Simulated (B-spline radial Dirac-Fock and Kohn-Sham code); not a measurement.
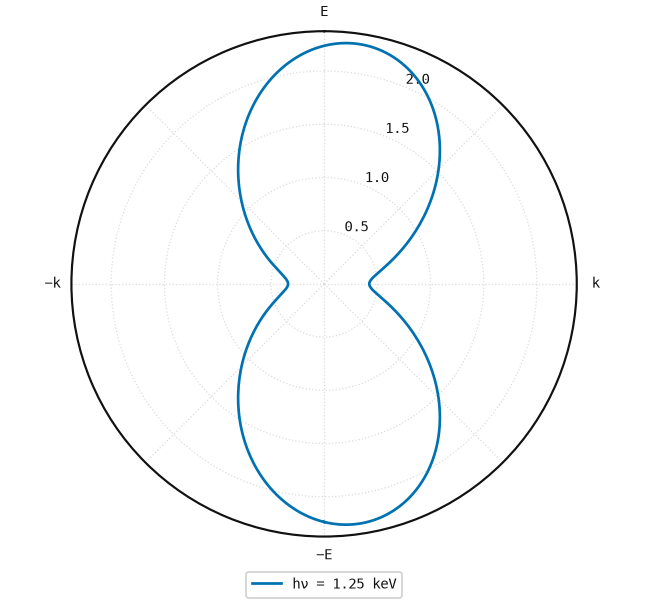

Angular distribution of photoelectrons from L3 (2p3/2) in the plane of the polarisation E (up) and the photon direction k (right), relative to an isotropic one. The figure is for S⁴⁺. Level of theory: a Dirac–Hartree–Slater potential; 1 + βP₂(cos θ) + (δ + γ cos²θ) sin θ cos φ with E1 and E1–E2 terms; calculated with a radial B-spline solver.

**What are β, γ and δ at 1.25 keV?**

β = 1.237, γ = 0.513, δ = 0.043.
